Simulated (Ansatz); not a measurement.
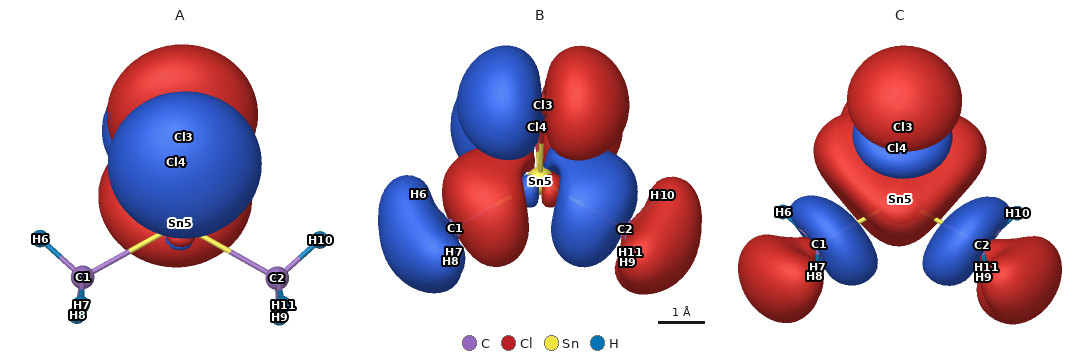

C2H6Cl2Sn (SMILES [CH3][Sn]([CH3])([Cl])[Cl]). Three frontier orbitals at ±0.05 Å⁻³ᐟ² (red and blue are the two phases), in no order.

Geometry: PBE0-D3(BJ)/def2-SVP; core potentials replace the inner electrons of Sn.

All numbers below come from isolated molecule in a Gaussian basis; Kohn-Sham density functional theory, functional PBE0 in Ansatz.

Input

```
crystal:
  periodic: [false, false, false]
  atoms:
    - {symbol: C, position_ang: [-0.957926, -1.265155, -0.881642]}
    - {symbol: C, position_ang: [-0.072942, -0.079583, 2.525619]}
    - {symbol: Cl, position_ang: [-2.357223, -2.838786, 2.054219]}
    - {symbol: Cl, position_ang: [-3.295784, 0.672582, 1.076122]}
    - {symbol: Sn, position_ang: [-1.495039, -0.846485, 1.137011]}
    - {symbol: H, position_ang: [-1.839897, -1.664390, -1.399422]}
    - {symbol: H, position_ang: [-0.149842, -2.009169, -0.901136]}
    - {symbol: H, position_ang: [-0.627658, -0.340199, -1.373858]}
    - {symbol: H, position_ang: [0.308202, 0.886256, 2.166730]}
    - {symbol: H, position_ang: [-0.572537, 0.057274, 3.493623]}
    - {symbol: H, position_ang: [0.755935, -0.792248, 2.635117]}
basis:
  gaussian:
    orbitals: def2-SVPD
total_charge: 0
output:
  forces: true
  orbitals: {seedname: orbitals}
hamiltonian:
  xc: pbe0
```

Run with:

```sh
ansatz run input.yaml --threads 2 --pin off --max-ram 4350MiB --events-out events.jsonl --progress --plain --runs-dir runs
```

**Which picture is the HOMO−1, the HOMO and the LUMO?**

A is the HOMO−1 (−8.79 eV). It lies mainly on Cl4 (about 45 %) and Cl3 (about 45 %); largely a combination of lone pairs on Cl4 and Cl3. B is the HOMO (−8.42 eV). It lies mainly on Cl4 (about 25 %), Cl3 (about 25 %), C2 (about 15 %), C1 (about 15 %) and Sn5 (about 15 %). C is the LUMO (−1.16 eV). Its weight (Hirshfeld) is mainly on Sn5 (about 35 %), Cl4 (about 20 %), Cl3 (about 20 %), C2 (about 10 %) and C1 (about 10 %).

**What is the HOMO–LUMO gap?**

7.26 eV between the orbital energies.
